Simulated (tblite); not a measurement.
**C$_{3}$H$_{6}$F$_{2}$OSi: frequency calculation**

System: C$_{3}$H$_{6}$F$_{2}$OSi, SMILES FC(F)[C@H]1CO[SiH2]1.
Method: GFN2-xTB harmonic vibrations, gas phase (tblite 0.8.0).

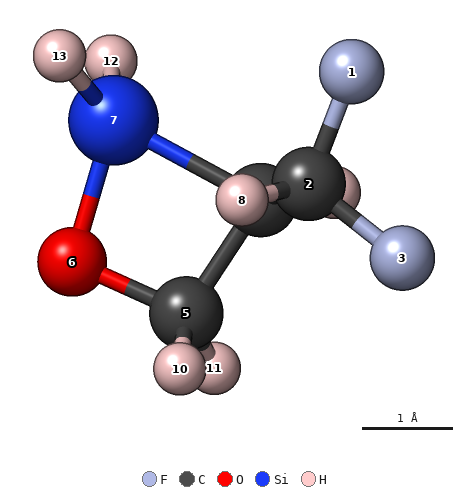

Fig. 1: The structure as given in the input (ball-and-stick view, seen at a tilt; atoms are numbered from 1 in the order of the input).

## Key numbers

```tsv
quantity	value
outcome	converged
total energy	−674.0800 eV
zero-point energy	54.4400 kcal/mol
hardware	1 CPU thread, shared host
wall time	0.56 s
peak memory	0.18 GiB
```

## Input file
```
{"job": {"kind": "ir", "xc": "GFN2-xTB", "basis": "xTB"}, "charge": 0, "multiplicity": 1}
F     -2.079314     0.292587     1.296950
C     -1.506363    -0.133275     0.140258
F     -2.207031    -1.242628    -0.227407
C     -0.049825    -0.436378     0.341839
C      0.735047    -0.619781    -0.959826
O      1.627003     0.498525    -0.876777
Si     1.115425     1.071649     0.587773
H     -1.696472     0.635543    -0.624239
H      0.040814    -1.277234     1.026737
H      0.128609    -0.534706    -1.863252
H      1.314588    -1.541708    -1.000838
H      2.098827     0.913672     1.647532
H      0.474305     2.374220     0.493522
```

The first line tells a small driver script what to run in tblite; the rest is the geometry in Å.

Launched with:
```bash
OMP_NUM_THREADS=1 python <driver script> task.json out
```

## What the program printed
```
mode    cm-1     km/mol
  1      56.9      2.64
  2     106.8      9.50
  3     145.9      1.68
  4     281.6      4.57
  5     357.9     24.74
  6     406.1      7.97
  7     459.6      0.69
  8     515.1      6.57
  9     559.1     73.98
 10     582.2     18.91
 11     657.0    162.73
 12     752.4    117.90
 13     775.5    203.64
 14     860.6    115.53
 15     898.8     28.88
 16     989.8    134.62
 17    1004.9     74.86
 18    1046.8    114.55
 19    1062.6     26.94
 20    1113.4    113.54
 21    1128.7     15.21
 22    1169.6     16.97
 23    1230.8      4.09
 24    1274.8     17.20
 25    1280.2      4.54
 26    1335.7     60.88
 27    1483.6      0.64
 28    2337.8    414.22
 29    2352.7    130.90
 30    2891.6     42.18
 31    2967.4     30.82
 32    2989.5     28.69
 33    3005.7     29.68
```

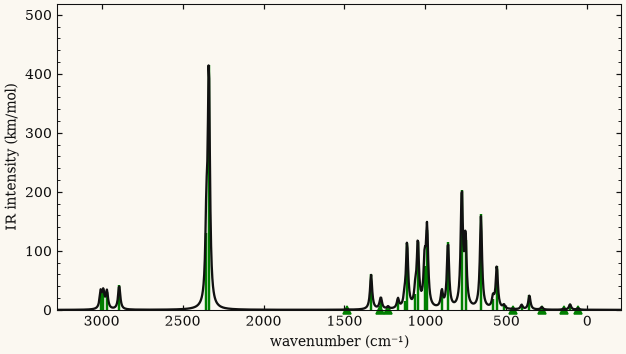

Fig. 2: Harmonic infrared spectrum, unscaled: sticks (degenerate modes added up, dark ones marked on the axis) with a Lorentzian envelope of 16 cm⁻¹ full width, scaled to the tallest stick. 33 modes from 57 to 3006 cm⁻¹, none imaginary. The strongest line is at 2338 cm⁻¹ (414 km/mol).
